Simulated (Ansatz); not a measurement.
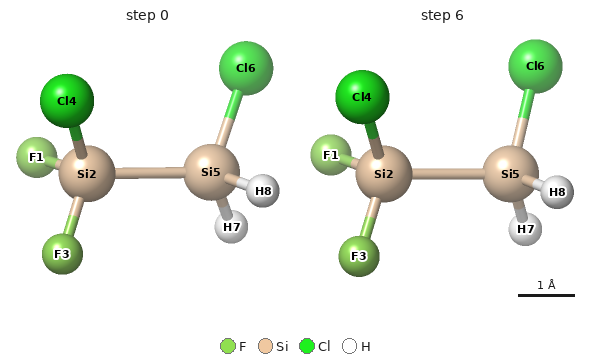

The structure of Si2H2Cl2F2 (coarse preliminary run) before (left) and after (right) a relaxation, at one scale.

A ball-and-stick model, seen at a tilt.

The start comes from a force field.

Level of theory: RKS PBE-D4/def2-SVP (Ansatz). Settings: force threshold 0.03 eV/Å; at most 200 steps.

**What changed between the two?**

The largest move after the best rigid fit is that of Cl6, 0.11 Å. By element the largest moves are Cl 0.11 Å, Si 0.08 Å, F 0.06 Å, H 0.06 Å. Among the contacts that change: F1–Si2 1.554 → 1.626 Å, Si2–Cl4 1.985 → 2.056 Å, Si2–Si5 2.298 → 2.340 Å, Si2–F3 1.596 → 1.628 Å. Among the angles between lasting bonds that change: Si2–Si5–Cl6 112.5° → 106.8°, H7–Si5–H8 105.2° → 110.2°, Cl6–Si5–H7 105.3° → 109.8°. The energy falls by 23.7 kJ/mol in 6 geometry steps. Largest force component: 2 eV/Å at the start, 0.014 eV/Å at the end.
